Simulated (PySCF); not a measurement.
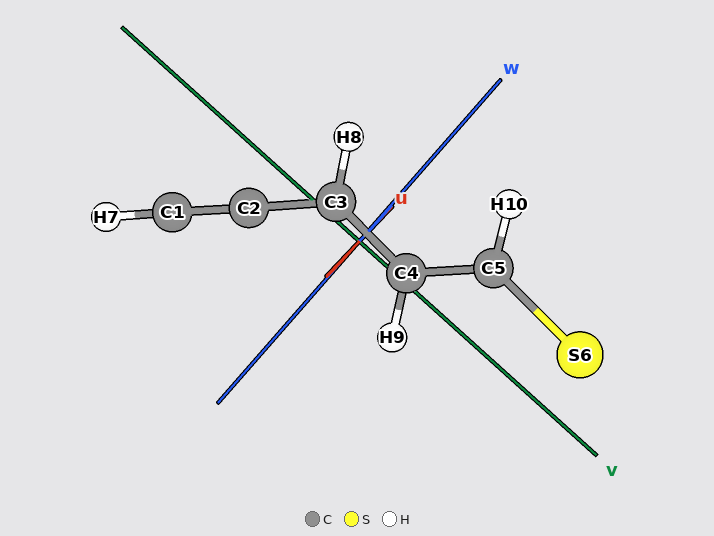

The lines u, v and w are the principal axes of the g tensor. Charge −1, doublet. The geometry was computed by an optimisation with GFN2-xTB. No frequency run is at hand to confirm it as a minimum. Properties computed with UKS B3LYP, pcH-1 on C H S, non-relativistic, mean-field spin-orbit, GIAO (PySCF 2.14.0).

**Along which axis does g lie farthest from the free-electron value?**

Along v (in the molecular plane, nearly parallel to the C5–S6 bond): the shift is 19716 ppm.

Give the principal values and shifts.

```tsv
axis	g	shift (ppm)
u	2.00205	−267
v	2.02204	19716
w	2.00840	6084
```
